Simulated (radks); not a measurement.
# Zr³³⁺ in [He] 2s2 2p3: an all-electron calculation

Wanted: eigenvalues, radial structure and energy terms of the zirconium ion Zr33+.

Program: radks (a radial shooting solver on a logarithmic mesh, Libxc functionals) version 1. Level of theory: scalar-relativistic Kohn-Sham, r2SCAN, spin-unpolarised, spherical densities, finite nucleus. These are calculated values, not measurements, unless marked.

## 1. The system

| Property | Result |
| --- | --- |
| element | zirconium (Z = 40) |
| charge | +33 |
| electrons | 7 |
| configuration | [He] 2s2 2p3 |
| nuclear rms radius | 4.2694 fm |

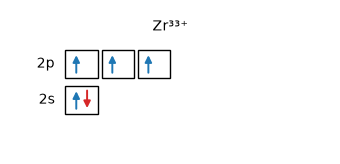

Outer shells as boxes.

In the logs a row gives level, spin channel, occupation and eigenvalue; Etot, Ekin, Encl (electron-nucleus), Eh (Hartree) and Exc are energies, all in hartree; err is the last residual, it the number of iterations.

## 2. The run

The run's settings:

```text
Z 40
configuration [He] 2s2 2p3 3s0 3p0
relativity scalar-relativistic
functional r2scan,r2scan
spin unpolarised
nucleus finite rms 4.2694 fm
c 137.035999084
```

The run is started by

```
python run_ks.py task.json out
```

The same process makes all the runs of this session.

Standard output:

```text
1s      1   2.0000        -741.03644728
2s      1   2.0000        -164.04442121
2p      1   3.0000        -156.06949756
3s      1   0.0000         -67.27207250
3p      1   0.0000         -64.84724739
Etot -2478.778118540449
Ekin 2570.5717856515857
Encl -5219.018189819539
Eh 218.2234541401848
Exc -48.555168512681334
err 2.949101052583996e-06
it 10
```

Wall time 0.06 s (1 thread of Arm Neoverse N1, shared host); peak memory 0.23 GiB.

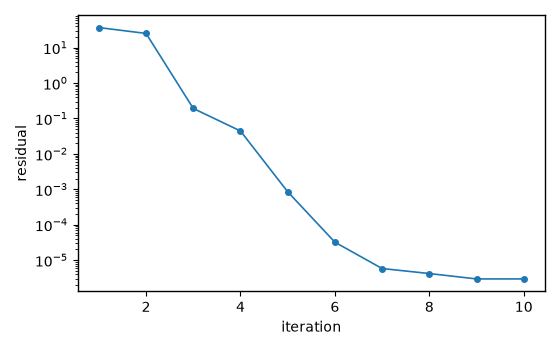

Residual of the self-consistent cycle.

## 3. Shells

From the orbitals of this run (lengths in bohr):

```tsv
level	occupation	energy (eV)	<r>	outermost maximum (interpolated)	90 % within	nodes
1s	2	-20165	0.03695	0.0241	0.0661	0
2s	2	-4463.9	0.1552	0.133	0.238	1
2p	3	-4246.9	0.1338	0.106	0.216	0
3s	0	-1830.6	0.3678	0.351	0.533	2
3p	0	-1764.6	0.3510	0.332	0.519	1
```

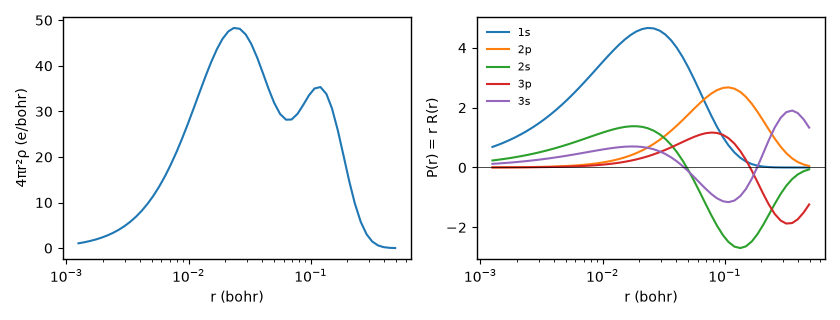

Radial density (left) and radial functions of outer levels (right).

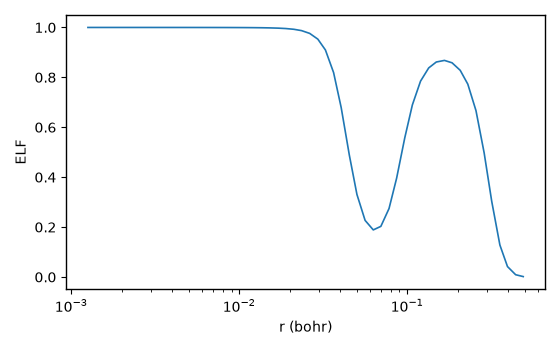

Electron localisation function against radius.

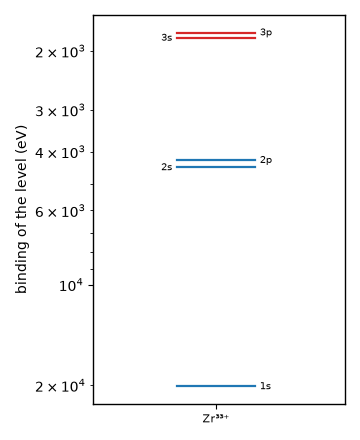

Level scheme on a logarithmic scale; filled levels blue, empty ones red.

Slater integrals of the outer shells (eV):

```tsv
integral	shells	value
F0	2p, 2p	184.95
F2	2p, 2p	88.437
F0	2p, 2s	168.62
G1	2p, 2s	94.997
F0	2p, 1s	250.25
G1	2p, 1s	47.959
F0	2p, 3s	86.850
G1	2p, 3s	9.206
F0	2s, 2s	158.41
F0	2s, 1s	222.26
```

X-ray form factor f at sin θ/λ (1/Å): 0.05: 7.00, 0.15: 6.98, 0.25: 6.94, 0.4: 6.85, 0.6: 6.68, 1: 6.16, 1.5: 5.30.

## 4. Results

```
                        quantity                 value
                    total energy   -2478.77812 hartree
exchange-correlation share of it                1.96 %
                            −T/E                1.0370
          highest occupied level        2p, -4246.9 eV
    most extended occupied level  2s, <r> = 0.155 bohr
 radius at density 0.001 e/bohr³            0.542 bohr
    maxima of the radial density                     2
         ionisation energy, NIST   4300 (semi-emp.) eV
```

The radial density shows 2 maxima for 2 occupied principal shells. Relativity lifts −T/E to 1.037. The top level binds by 4246.9 eV, 99 % of the NIST ionisation energy of 4300 eV. Spin polarisation and multiplet splitting are left out.
